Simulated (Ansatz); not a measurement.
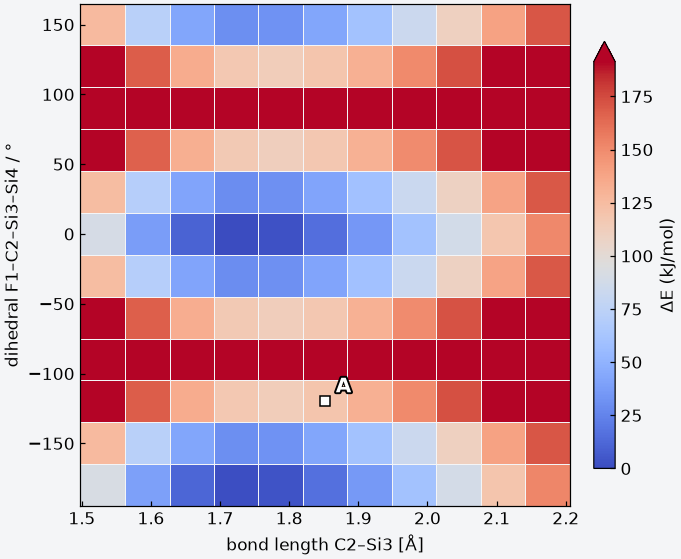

CH5FSi2, SMILES FC=[SiH][SiH3]. The first coordinate is: bond length C2–Si3; the second: dihedral F1–C2–Si3–Si4. Nothing is relaxed (all other coordinates rigid). The grid has 11 × 12 points. Points are written as (first, second). Energies: kJ/mol, counted from the lowest grid point. Energies and slopes of some neighbouring points disagree (a jump in structure or state, or too coarse a mesh). The restricted reference is unstable at some or all points, so the energies there are unreliable. These are results of Ansatz, RHF-MP2, frozen core/def2-TZVP, not measurements.

Drawn: one coloured cell a grid point, one colour for all values above the top of the scale, the point A.

Which way does the force act at A, and how strong is it?

A, at (1.852 Å, −120°), is not a stationary point. The computed force is 152 kJ/mol for each Å towards smaller values of bond length C2–Si3 and 3.3 kJ/mol for each degree towards smaller values of dihedral F1–C2–Si3–Si4.
